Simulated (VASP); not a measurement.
Band structure of KTaO₃ (cubic perovskite). Computed with optB88-vdW, VASP's PBE PAW potentials (set 64) (plane waves; VASP 6.6.1).

Unless said otherwise, spin-orbit coupling is left out, though it shifts the bands of the heavy elements here.

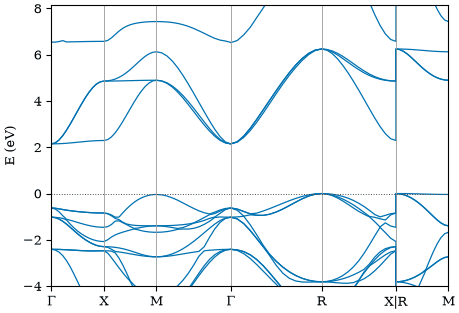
*Bands along high-symmetry lines, zero at the valence-band maximum or, without a gap, the Fermi level*

Question: Read the plot: is there a gap, and where are the band edges?

Answer: The gap is indirect, 2.15 eV, from the valence maximum at R to the conduction minimum at Γ. (Edges off the drawn lines would not show.)

Measured: gap 3.64 eV (computed value off by -1.49 eV), as given by Burak Himmetoglu et al., Journal of Physics Condensed Matter (2016), arXiv:1601.06205.

The compound is KTaO3 in the cubic perovskite structure. It was relaxed first.
